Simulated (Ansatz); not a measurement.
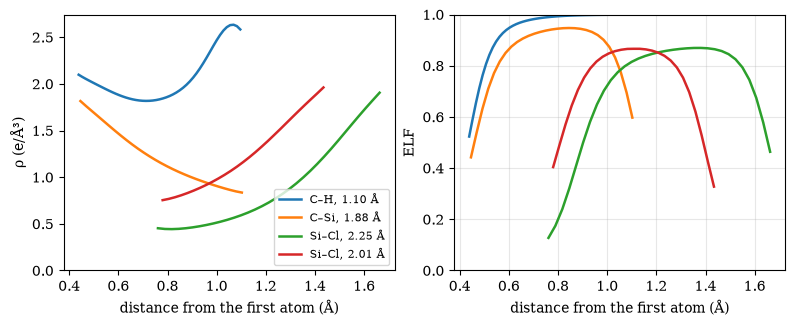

*CH₅Cl₂Si₂ (charge +1). Total electron density and ELF along straight lines between neighbouring atoms. The curves leave out the atomic cores.*

Geometry: B3LYP/6-31G*.

Theory: isolated molecule in a Gaussian basis; Kohn-Sham density functional theory, functional PBE0 in Ansatz.

```yaml
atoms:
  - { symbol: C, position_ang: [-2.3037, -0.2264, 1.3760] }
  - { symbol: Cl, position_ang: [-1.5595, 1.9363, -1.0339] }
  - { symbol: Cl, position_ang: [0.5621, -0.2286, 0.6591] }
  - { symbol: Si, position_ang: [-1.0553, -1.6381, 1.3517] }
  - { symbol: Si, position_ang: [-1.2122, 1.1873, 0.8019] }
  - { symbol: H, position_ang: [-3.1451, -0.3997, 0.6956] }
  - { symbol: H, position_ang: [-2.7048, -0.0360, 2.3791] }
  - { symbol: H, position_ang: [-0.5596, -2.1313, 2.6455] }
  - { symbol: H, position_ang: [-1.1605, -2.6220, 0.2639] }
  - { symbol: H, position_ang: [-0.7468, 2.1905, 1.7685] }
```

> Compare the contacts.

C–H (1.10 Å): the density is about 1.9 e/Å³ at the midpoint; the ELF climbs to about 1 towards the hydrogen, as it does in any bond to H: a covalent bond by its length.
C–Si (1.88 Å): ρ is about 0.96 e/Å³ halfway; the ELF peaks at about 0.95 between the atoms, as expected for a shared electron pair.
Si–Cl (2.25 Å): ρ at the midpoint is about 0.62 e/Å³, with its minimum of 0.44 e/Å³ about 0.8 Å from Si; the ELF peaks at about 0.85 between the atoms: a shared but strongly polarised pair.
Si–Cl (2.01 Å): the density is about 0.99 e/Å³ at the midpoint; the ELF peaks at about 0.85 between the atoms; a polar covalent bond.
